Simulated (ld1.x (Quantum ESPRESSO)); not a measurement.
## Pseudopotential generation for Kr (part 2 of 2)

Continued. System: krypton (Kr, Z = 36), core [Ar], reference valence 3d10 4s2 4p6, valence charge 18. Method: TM potential, PBE, scalar-relativistic, made with ld1.x (Quantum ESPRESSO) 7.5.

**Output of the test run (extracts), continued**
```
     ---------------------- End of pseudopotential test ----------------------

     ---------------------- Testing the pseudopotential ----------------------

     Kr
     scalar relativistic calculation

     atomic number is 36.00   valence charge is 18.00
     dft =PBE   lsd =0 sic =0 latt =0  beta=0.20 tr2=1.0E-14
     mesh =1217 r(mesh) = 101.13751 xmin = -7.00 dx = 0.01250

     n l     nl             e AE (Ry)        e PS (Ry)    De AE-PS (Ry)
     3 2     3D   1(10.00)       -6.96982       -6.97682        0.00700  !
     1 0     4S   1( 1.00)       -2.55573       -2.55788        0.00215
     2 1     4P   1( 6.00)       -1.48383       -1.48483        0.00100

     eps = 7.9E-15  iter = 11

     Etot =   -5578.418116 Ry,   -2789.209058 Ha,  -75898.244998 eV
     Etotps =  -356.954267 Ry,    -178.477134 Ha,   -4856.610222 eV
     dEtot_ae =       2.116552 Ry
     dEtot_ps =       2.117749 Ry,   Delta E=      -0.001197 Ry

     Ekin =     404.666100 Ry,     202.333050 Ha,    5505.762768 eV
     Encl =    -492.581310 Ry,    -246.290655 Ha,   -6701.910139 eV
     Ehrt =     274.081663 Ry,     137.040832 Ha,    3729.071001 eV
     Ecxc =     -48.456756 Ry,     -24.228378 Ha,    -659.287759 eV
     (Ecc =      -8.808714 Ry,      -4.404357 Ha,    -119.848666 eV)
     Epseu=    -494.663964 Ry,    -247.331982 Ha,   -6730.246095 eV

     ---------------------- End of pseudopotential test ----------------------

     ---------------------- Testing the pseudopotential ----------------------

     Kr
     scalar relativistic calculation

     atomic number is 36.00   valence charge is 18.00
     dft =PBE   lsd =0 sic =0 latt =0  beta=0.20 tr2=1.0E-14
     mesh =1217 r(mesh) = 101.13751 xmin = -7.00 dx = 0.01250

     n l     nl             e AE (Ry)        e PS (Ry)    De AE-PS (Ry)
     3 2     3D   1( 9.00)       -7.85943       -8.10085        0.24142  !
     1 0     4S   1( 2.00)       -2.69708       -2.70713        0.01006  !
     2 1     4P   1( 6.00)       -1.57228       -1.56832       -0.00396

     eps = 5.1E-15  iter = 16

     Etot =   -5573.635503 Ry,   -2786.817752 Ha,  -75833.174235 eV
     Etotps =  -352.051136 Ry,    -176.025568 Ha,   -4789.899723 eV
     dEtot_ae =       6.899165 Ry
     dEtot_ps =       7.020880 Ry,   Delta E=      -0.121715 Ry

     Ekin =     376.667078 Ry,     188.333539 Ha,    5124.816668 eV
     Encl =    -488.401537 Ry,    -244.200768 Ha,   -6645.041429 eV
     Ehrt =     262.391979 Ry,     131.195989 Ha,    3570.024739 eV
     Ecxc =     -46.731763 Ry,     -23.365882 Ha,    -635.818027 eV
     (Ecc =      -8.808714 Ry,      -4.404357 Ha,    -119.848666 eV)
     Epseu=    -455.976893 Ry,    -227.988446 Ha,   -6203.881674 eV

     ---------------------- End of pseudopotential test ----------------------

     ---------------------- Testing the pseudopotential ----------------------

     Kr
     scalar relativistic calculation

     atomic number is 36.00   valence charge is 18.00
     dft =PBE   lsd =0 sic =0 latt =0  beta=0.20 tr2=1.0E-14
     mesh =1217 r(mesh) = 101.13751 xmin = -7.00 dx = 0.01250

     n l     nl             e AE (Ry)        e PS (Ry)    De AE-PS (Ry)
     3 2     3D   1(10.00)      -10.13470      -10.09909       -0.03562  !
     1 0     4S   1( 2.00)       -5.35798       -5.36008        0.00210
     2 1     4P   1( 2.00)       -4.14770       -4.14603       -0.00167

     eps = 3.0E-15  iter = 10

     Etot =   -5571.248243 Ry,   -2785.624121 Ha,  -75800.693905 eV
     Etotps =  -349.782576 Ry,    -174.891288 Ha,   -4759.034394 eV
     dEtot_ae =       9.286425 Ry
     dEtot_ps =       9.289440 Ry,   Delta E=      -0.003015 Ry

     Ekin =     400.955937 Ry,     200.477968 Ha,    5455.283431 eV
     Encl =    -436.551713 Ry,    -218.275857 Ha,   -5939.588642 eV
     Ehrt =     227.377012 Ry,     113.688506 Ha,    3093.621854 eV
     Ecxc =     -45.985703 Ry,     -22.992852 Ha,    -625.667367 eV
     (Ecc =      -8.808714 Ry,      -4.404357 Ha,    -119.848666 eV)
     Epseu=    -495.578109 Ry,    -247.789055 Ha,   -6742.683671 eV

     ---------------------- End of pseudopotential test ----------------------
```

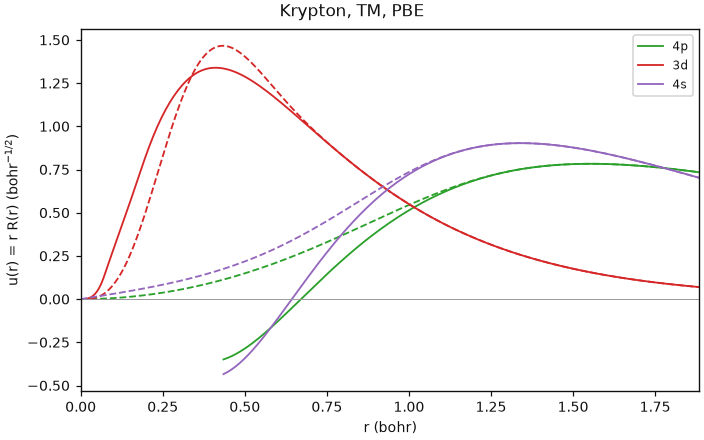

*Partial waves u(r) = r R(r), all-electron (solid) and pseudo (dashed). The innermost oscillations of some all-electron curves aren't drawn. Reference configuration 3d10 4s2 4p6.*

- Matching radii: 4p at 1.45 bohr; 3d at 0.85 bohr; 4s at 1.40 bohr. The curves merge smoothly, so the plot gives these only roughly.
- Nodes of the pseudo-waves: 4p has no node; 3d has no node; 4s has no node. The potential isn't sound: its ghost test gives ghost state below the valence levels: p at -621.4 eV.

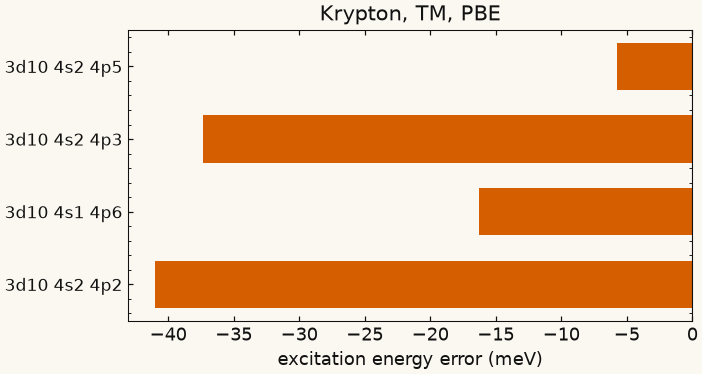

*Errors, all-electron minus pseudo, of the energies of valence configurations relative to the unpolarised reference 3d10 4s2 4p6. Not all tests gave a result: 3 of 7 tests not solved.*

- Worst configuration: 3d10 4s2 4p2 (charge +4): the error is -41 meV on an all-electron energy of +126.35 eV relative to the reference, or 0.032 %.
- Configurations within 10 meV and within 50 meV: 1 and 4 of 4.

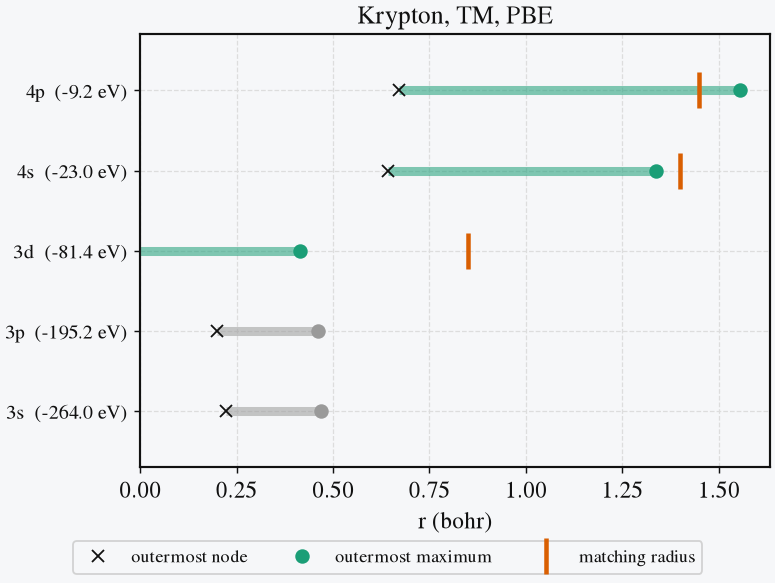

*Outer shells of the all-electron reference atom: each bar runs from the outermost node (or the nucleus) to the outermost maximum of u(r); the tick is the radius chosen for the pseudo-wave. Shells without a tick have no pseudo-wave of their own. Levels, nodes and maxima are from ld1.x, scalar-relativistic.*

- Radii against the shells: 3d: 0.85 bohr, outside the maximum; 4s: 1.40 bohr, outside the maximum; 4p: 1.45 bohr, between node and maximum.

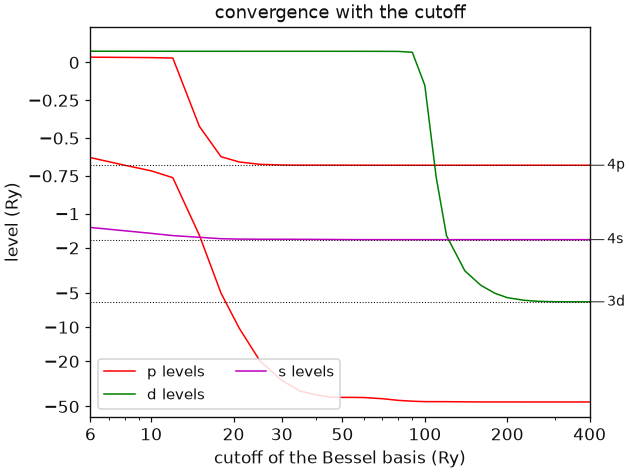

*The pseudo-atom Hamiltonian at the reference potential is diagonalised in spherical Bessel functions (20 bohr box) up to the cutoff. Curves: the lowest levels of each channel that holds a bound state. Dotted lines: the all-electron valence levels.*

- Ghost states: ghost state below the valence levels: p at -621.4 eV. A ghost is a state of the pseudo-atom that lies below a valence level of its channel, or is bound in a channel without one, and matches no all-electron valence level; bound levels above the valence ones can be real empty states. In Ry: p -45.67.
- All-electron valence levels: 4p: -0.68 Ry; 3d: -6.0 Ry; 4s: -1.69 Ry.
- Onset of the ghost: the lowest p curve lies clearly below the lowest valence level of its channel from about 12 Ry on and ends at -45.67 Ry.

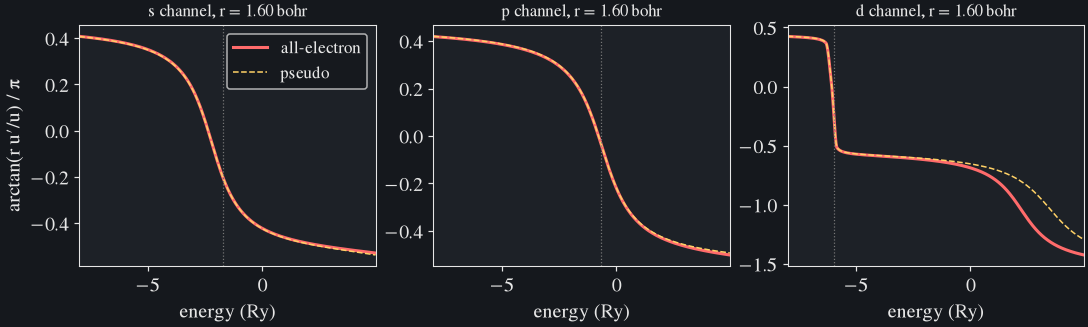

*Unwrapped phase arctan(r u′/u) in units of π against energy, all-electron (solid) and pseudo (dashed); the pseudo phase is matched to the all-electron one at the reference energy. Here u = r R(r). The dotted line marks the reference energy of the channel.*

- Ghost states: the plot shows none: the two phases stay within 0.96 rad of each other in all channels drawn. The separate test gives: ghost state below the valence levels: p at -621.4 eV. The bound ghosts lie below the range of the plot.
- Range over which the phases agree within 0.05 rad: s: over the whole range drawn; p: over the whole range drawn; d: up to about -1.1 Ry.
- Poles, where the radial function vanishes at the test radius: s: all-electron at 2.8 Ry, pseudo at 2.5 Ry; p: all-electron at 4.9 Ry, pseudo at no energy in the range; d: all-electron at -5.9 Ry, pseudo at -5.9 Ry.

Outcome of the run: generated, with a ghost state; ld1.x warns of wrong node counts.
